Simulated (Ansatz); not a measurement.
## SiCl4: frequency calculation

- system: SiCl4
- method: HF/STO-3G, RHF (Ansatz 0.2.0)

The geometry was optimised with HF/STO-3G. Figures and captions count atoms from 1; the log counts them from 0 in places.

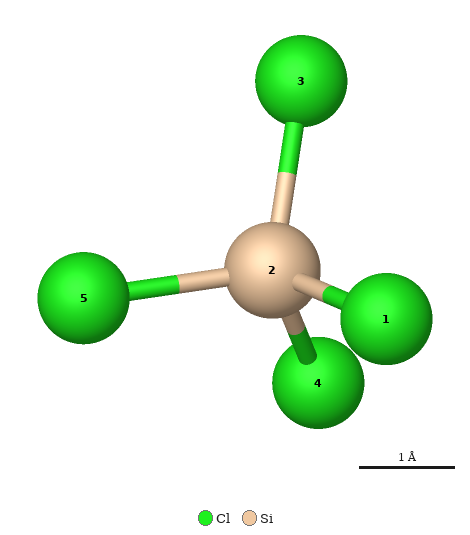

**Figure 1.** The structure (ball-and-stick view, seen at a tilt; atoms are numbered from 1 in the order of the input). Bond lengths as drawn: Cl–Si 2.07 Å.

**The input**
```yaml
crystal:
  periodic: [false, false, false]
  atoms:
    - {symbol: Cl, position_ang: [-0.986404, -0.089350, 1.805639]}
    - {symbol: Si, position_ang: [0.010005, -0.014728, -0.008306]}
    - {symbol: Cl, position_ang: [1.695655, -1.214540, 0.080193]}
    - {symbol: Cl, position_ang: [-1.241983, -0.693092, -1.512019]}
    - {symbol: Cl, position_ang: [0.572727, 1.938011, -0.407007]}
basis:
  gaussian: {orbitals: STO-3G}
hamiltonian: {xc: hf}
phonons: {temperatures: {t_min: 298.15, t_max: 298.15, t_step: 1}}
```

Command:
```bash
ansatz run molecule.yaml --threads 1 --pin off --max-ram 3480MiB --events-out events.jsonl --progress --plain --runs-dir runs
```

**What the program printed**
```
Functional definition: HF
  name "HF"
  exchange = exact_x
  correlation = 0
553 factors; integrals over basis functions are off by at most 6.8e-6 eV
mean field evaluation 1: about -57251.3563 eV, gradient 3.2e1 eV
mean field evaluation 2: about -57251.3904 eV, gradient 3.2e1 eV
mean field evaluation 4: about -57256.2118 eV, gradient 7.6e-1 eV
mean field evaluation 8: about -57256.2161 eV, gradient 4.5e-6 eV
mean field -57256.21607956 eV, -2104.1271312667 hartree, gradient 8.9e-6 eV, S^2 0.000000; 0 other end points of the search recorded, 0 dependent functions left out
the calculation of the forces begins
reference -57256.21607956 eV, -2104.1271312667 hartree; 41, 41 occupied and 4, 4 virtual orbitals, 553 factors
these checks for a lower state are left out or cut short: stability, starts, cluster_reference, orbital_swaps, neighbouring_geometries, increment
553 factors; integrals over basis functions are off by at most 6.8e-6 eV
mean field evaluation 16: about -57256.2160 eV, gradient 5.8e-7 eV
mean field -57256.21600317 eV, -2104.1271284595 hartree, gradient 5.8e-7 eV, S^2 0.000000; 0 other end points of the search recorded, 0 dependent functions left out
[... from here on the field's lines of each further geometry are left out, up to the last ...]
the calculation of the forces begins
reference -57256.21603752 eV, -2104.1271297218 hartree; 41, 41 occupied and 4, 4 virtual orbitals, 553 factors
these checks for a lower state are left out or cut short: stability, starts, cluster_reference, orbital_swaps, neighbouring_geometries, increment
553 factors; integrals over basis functions are off by at most 6.8e-6 eV
mean field -57256.21604270 eV, -2104.1271299122 hartree, gradient 5.9e-7 eV, S^2 0.000000; 0 other end points of the search recorded, 0 dependent functions left out
the calculation of the forces begins
reference -57256.21604270 eV, -2104.1271299122 hartree; 41, 41 occupied and 4, 4 virtual orbitals, 553 factors
Total energy: -57256.21607956 eV, -2104.1271312667 hartree
Atom 0 at    -0.986404    -0.089350     1.805639 Å, force     0.000688     0.000124    -0.001228 eV/Å
Atom 1 at     0.010005    -0.014728    -0.008306 Å, force    -0.000031    -0.000082     0.000030 eV/Å
Atom 2 at     1.695655    -1.214540     0.080193 Å, force    -0.001147     0.000899    -0.000102 eV/Å
Atom 3 at    -1.241983    -0.693092    -1.512019 Å, force     0.000908     0.000534     0.001012 eV/Å
Atom 4 at     0.572727     1.938011    -0.407007 Å, force    -0.000418    -0.001474     0.000288 eV/Å
Dipole moment:     0.000012     0.000027    -0.000013 e Å
Vibrations: 151.02 151.02 221.98 221.98 221.98 456.63 718.56 718.56 718.56 cm⁻¹, zero-point energy 0.221950 eV
```

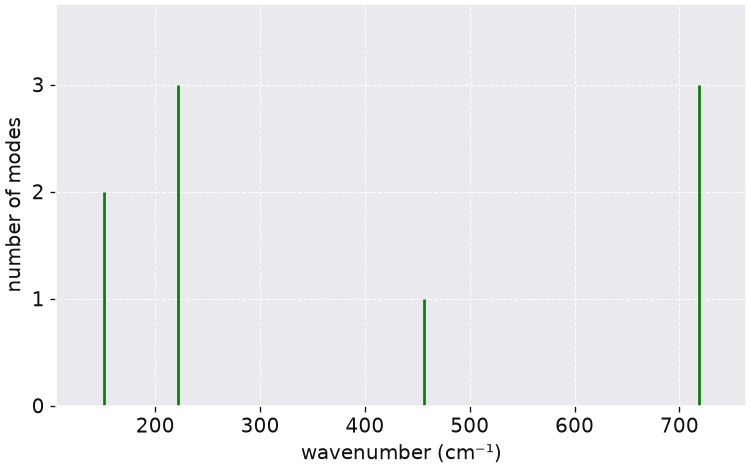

**Figure 2.** Harmonic vibrational wavenumbers from the force constants; neighbouring modes closer than 3 cm⁻¹ are counted in one stick. 9 modes from 151 to 719 cm⁻¹, none imaginary.

**Summary**

| quantity | value |
| --- | --- |
| outcome | converged |
| total energy | −2104.127131 hartree |
| basis functions | 45 |
| largest force | 0.002 eV/Å |
| zero-point energy | 0.008157 hartree |
| dipole moment | 0.00 D |
| wavenumbers, lowest and highest | 151 and 719 cm⁻¹ |
| hardware | 1 thread of Intel Xeon (Sapphire Rapids), 64 GiB of memory available, shared host |
| wall time | 11 s |
| peak memory | 0.11 GiB |
